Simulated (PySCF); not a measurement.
**YbSF: other functionals and bases at one geometry**

How far do other levels of theory move the description of YbSF, and what does each cost? The species was built from a template and needn't be a known compound.

The runs use PySCF 2.14.0; several levels, as the steps say, no spin–orbit coupling.

1 further run of the same task is left out (for a known fault of the program).

## Step 1: The starting structure

3 atoms, charge 0, spin multiplicity 1.

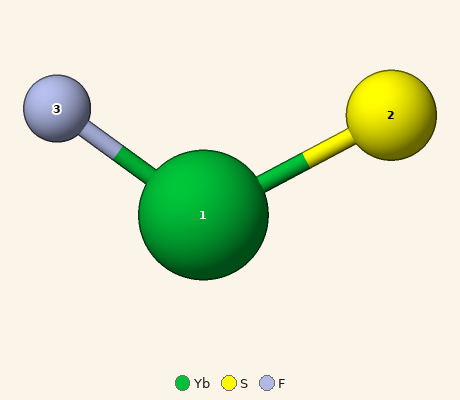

The structure; ytterbium green, sulfur yellow, fluorine light blue; atoms are numbered from 1 in the order of the file.

Geometry (Å):

```
Yb   -0.1720    0.0000   -0.3601
S     1.8023    0.0000    0.8151
F    -1.8081    0.0000    0.7126
```

Formal oxidation states: Yb +3. Each metal's 13 4f electrons lie in its core potential, so multiplicities, spins and levels count the valence alone. An earlier session relaxed this geometry at PBE0, Yb lcecp-1-SVP with ECP59, S def2-SVP, F def2-SVP (singlet, point group Cs).

At PBE0 on the finer grid: E = -537.102129 Eh, HOMO -6.02 eV, LUMO -2.99 eV, Mulliken charge on Yb1 +0.79 e, largest force component 0.013 eV/Å. 

Levels to run: TPSSh; HF; PBE0, TZVP. Hardware: 2 threads of Intel Xeon Platinum 8488C (Sapphire Rapids), shared host.

## Step 2: TPSSh

run.py (the lines that set the calculation) reads:

```python
mol = gto.M(atom='''
Yb    -0.17201     0.00000    -0.36008
S      1.80229     0.00000     0.81505
F     -1.80808     0.00000     0.71257''',
    basis={'Yb': 'lcecp-1-SVP', 'S': 'def2-SVP', 'F': 'def2-SVP'},
    ecp={'Yb': 'lcecp-1-SVP'},
    charge=0, spin=0)
mf = dft.RKS(mol, xc='TPSSH')
mf.grids.atom_grid = (75, 302)  # f atoms: unpruned, at least (60, 302)
mf = mf.density_fit()  # fitting sets: Yb AutoAux, S def2-universal-JKFIT, F def2-universal-JKFIT
mf.conv_tol = 1e-08; mf.max_cycle = 55
mf.kernel(dm0)  # dm0: the density of the relaxed state
```

On the command line:

```bash
> OMP_NUM_THREADS=2 python run.py
```

## Step 3: HF

Changes to run.py (the lines that set the calculation) since step 2:

```diff
@@ -7,4 +7,3 @@
     charge=0, spin=0)
-mf = dft.RKS(mol, xc='TPSSH')
-mf.grids.atom_grid = (75, 302)  # f atoms: unpruned, at least (60, 302)
+mf = scf.RHF(mol)
 mf = mf.density_fit()  # fitting sets: Yb AutoAux, S def2-universal-JKFIT, F def2-universal-JKFIT
```

## Step 4: PBE0, TZVP

Basis: Yb lcecp-1-TZVP with ECP59, S def2-TZVP, F def2-TZVP. 

run.py (the lines that set the calculation) reads:

```python
mol = gto.M(atom='''
Yb    -0.17201     0.00000    -0.36008
S      1.80229     0.00000     0.81505
F     -1.80808     0.00000     0.71257''',
    basis={'Yb': 'lcecp-1-TZVP', 'S': 'def2-TZVP', 'F': 'def2-TZVP'},
    ecp={'Yb': 'lcecp-1-TZVP'},
    charge=0, spin=0)
mf = dft.RKS(mol, xc='PBE0')
mf.grids.atom_grid = (75, 302)  # f atoms: unpruned, at least (60, 302)
mf = mf.density_fit()  # fitting sets: Yb AutoAux, S def2-universal-JKFIT, F def2-universal-JKFIT
mf.conv_tol = 1e-08; mf.max_cycle = 55
mf.kernel(dm0)  # dm0: free metal ions and neutral atoms
```

Q: Predict the outcome of this session. Wanted: for each run, HOMO; gap; charge on Yb1; dipole; largest force.

The runs gave:

| level | state | HOMO (eV) | gap (eV) | charge on Yb1 (e) | dipole (D) | largest force (eV/Å) | basis functions | time |
| --- | --- | --- | --- | --- | --- | --- | --- | --- |
| PBE0 (relaxed here) | singlet | -6.02 | 3.04 | 0.79 | 7.83 | 0.01 | 65 | 4.9 s |
| TPSSh | singlet | -5.43 | 2.28 | 0.79 | 7.73 | 0.28 | 65 | 2.7 s |
| HF | singlet | -8.19 | 7.09 | 1.10 | 9.54 | 0.54 | 65 | 0.9 s |
| PBE0, TZVP | singlet | -6.06 | 3.06 | 1.19 | 8.07 | 0.04 | 115 | 6.5 s |

Times are on 2 threads of Intel Xeon Platinum 8488C (Sapphire Rapids), shared host; the first row also made further properties.

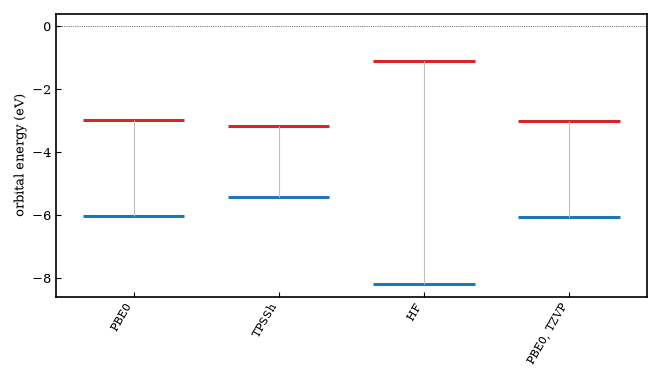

Highest filled and lowest empty level, method by method.

In one basis the HOMO–LUMO gap runs from 2.28 eV (TPSSh) to 7.09 eV (HF). The largest leftover force, 0.54 eV/Å with HF, stands at a geometry relaxed at another level. The Mulliken charge on Yb spans +0.79 to +1.19 e over the levels. With 4f in the core, its levels are missing from HOMO and gap. Total energies of different levels can't be compared. Spin–orbit coupling is left out throughout.
